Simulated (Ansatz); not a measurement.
# C2H3ClSi: the cost of one run

Program: Ansatz 0.2.0. Level of theory: RHF/def2-SVP. These are calculated values, not measurements.

## (1) The system as given

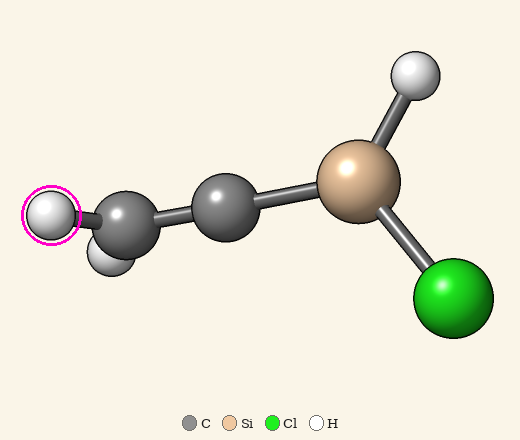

Start, viewed from a chosen angle; carbon grey, silicon light orange, chlorine green, hydrogen white. Ringed: H6.

As a file:

```xyz
7

C    -0.7840    1.3949    0.0741
C    -0.1146    0.2726    0.0414
Si    0.8116   -1.1881   -0.0128
Cl    0.1042   -2.9198   -0.7553
H    -0.7625    2.1170   -0.7362
H    -1.4136    1.6776    0.9126
H     2.1588   -1.3542    0.4762
```

## (2) Relaxing end A

input.yaml reads:

```yaml
crystal:
  periodic: [false, false, false]
  atoms:
    - { symbol: C, position_ang: [-0.78395, 1.39486, 0.07414] }
    - { symbol: C, position_ang: [-0.11461, 0.27263, 0.04144] }
    - { symbol: Si, position_ang: [0.81163, -1.18809, -0.01281] }
    - { symbol: Cl, position_ang: [0.10423, -2.91978, -0.75527] }
    - { symbol: H, position_ang: [-0.76247, 2.11703, -0.73624] }
    - { symbol: H, position_ang: [-1.41361, 1.6776, 0.91258] }
    - { symbol: H, position_ang: [2.15878, -1.35424, 0.47616] }
basis:
  gaussian: { orbitals: def2-SVP }
hamiltonian:
  xc: hf
relax:
  f_tol: 0.02
  max_steps: 50
output:
  orbitals: {}
```

Run with:

```bash
> ansatz run input.yaml --threads 1 --pin off --max-ram 2048MiB --backend cpu --events-out ev --progress --plain --runs-dir out
```

**Question.** How long does this run take on 1 thread of Arm Neoverse N1, shared host, and how much memory does it need?

About 20 s, with a peak of 0.14 GiB.
